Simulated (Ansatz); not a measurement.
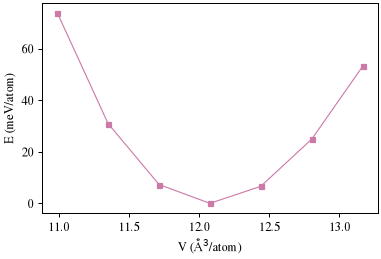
*NbSiO in space group P4/nmm (No. 129; Nb on 2c, Si on 2a, O on 2c) under volume change, the program Ansatz at the PBEsol level (PAW), shape and atoms relaxed at each volume.*

### Question
What does a third-order Birch–Murnaghan fit give for V₀, B₀ and B′?

### Answer
V₀ = 12.08 Å³/atom, B₀ = 204 GPa, B′ = 4.6.

The start of the workflow was typed in or built on a structure type; neither database checked (COD, Materials Project) lists it. Its standing as an ambient phase is unchecked. Symmetry was held in the PBEsol relaxation; its stability against distortions is not shown here. The workflow began spin-polarised and lost its moments.

Potentials: the later of the program's two PAW sets.
